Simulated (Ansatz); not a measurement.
# Cl2HSi···H2O (doublet): what the fields show

```xyz
7

Si   -0.2264    0.2636    0.0788
H     0.5443    0.2378    2.6355
Cl    1.8267    0.1674   -0.2038
Cl   -1.0120    1.4224   -1.4696
H    -0.7874   -1.0830   -0.1217
O     0.1346   -0.6087    2.3790
H    -0.6764   -0.6539    2.8841
```

Not at a stationary point (largest force 1.0 eV/Å).

Computed with UKS BHLYP-D4/def2-SVP (Ansatz 0.2.0).

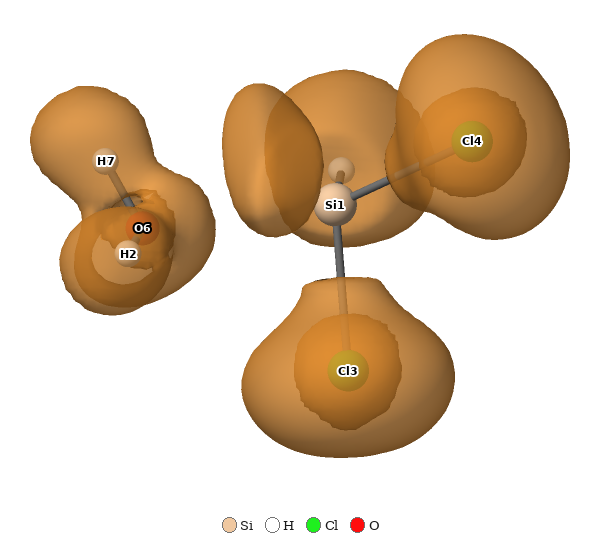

Figure 1. Isosurface of the ELF at 0.75 (orange), seen at an oblique angle. Only the valence region is drawn (cores and ρ < 0.01 e/Å³ removed).

> What do the ELF domains correspond to?

At this value the surface marks out one region around a hydrogen nucleus, two regions on Cl in which the atom's valence shell and bonds are merged, one lobe on Si, pointing away from the bonds (non-bonding electrons) and one joined region spread over several atoms (H, O), in which their bonds and any lone pairs are merged. Along the contacts the grid gives the following. Si1···O6 (2.49 Å): the ELF is about 0.20 at the midpoint. Si–Cl (2.07 Å): the ELF peaks at about 0.90 between the atoms; a polar covalent bond.

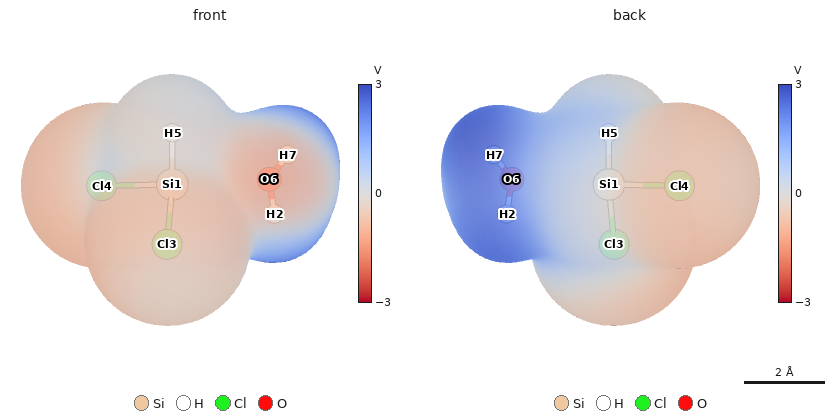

Figure 2. The molecular electrostatic potential painted on the density surface at 0.001 e/bohr³, seen from the front and from behind; the colour scale runs from red (negative) to blue (positive).

> Which sites attract a positive test charge, and which a negative one?

A positive charge is drawn to the negative regions and a negative charge to the positive ones. The most negative region (about −0.9 V) lies over O6, the most positive (about +2.6 V) over H7.

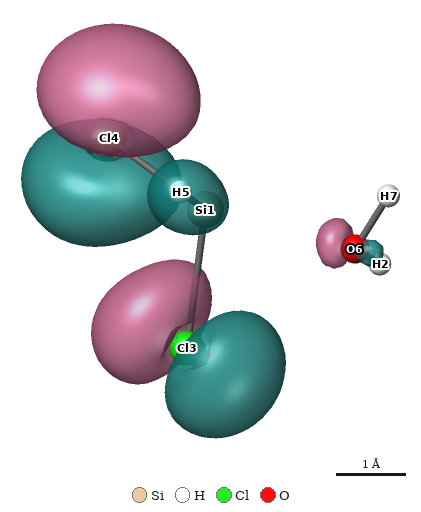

Figure 3. The HOMO (β) at ±0.1 Å⁻³ᐟ² (teal and pink are the two phases), seen at a tilt.

> Describe this orbital and give its energy.

By Hirshfeld shares it lies mainly on Cl4 (about 60 %) and Cl3 (about 30 %). Its energy is −9.80 eV.
